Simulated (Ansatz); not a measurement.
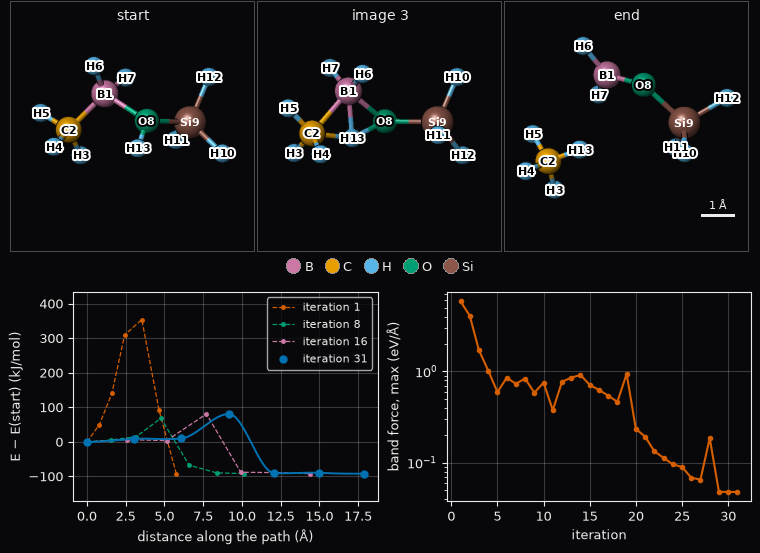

A search for the minimum-energy path of CH₉BOSi by the nudged elastic band. Images are numbered from 0 (start) to 6 (end). The plot follows the band through its iterations. Style: ball-and-stick. Shown face on.

Theory: RKS PBE/def2-SVP (Ansatz). Run with 5 movable images; climbing image; force threshold 0.05 eV/Å; iteration limit 60; spring constant 0.5 eV/Å²; starting path through a guess of the saddle point.

Question: Did the band converge, and can the barrier be trusted?

Answer: The run is converged, with reservations. The band converged in 31 iterations. The largest component of the band force went from 5.9 to 0.048 eV/Å. The climbing image converged on the top of the path. Its curvatures weren't checked. The first iteration put the highest image at 354.3 kJ/mol. The highest point, image 3, lies 80.9 kJ/mol above the start and 172.6 kJ/mol above the end; the end is at −91.7 kJ/mol relative to the start.

Cost: 94 s on 2 threads of AMD EPYC 9R45 96-Core Processor (Zen 5), with other jobs on the host, peak memory 0.17 GiB.
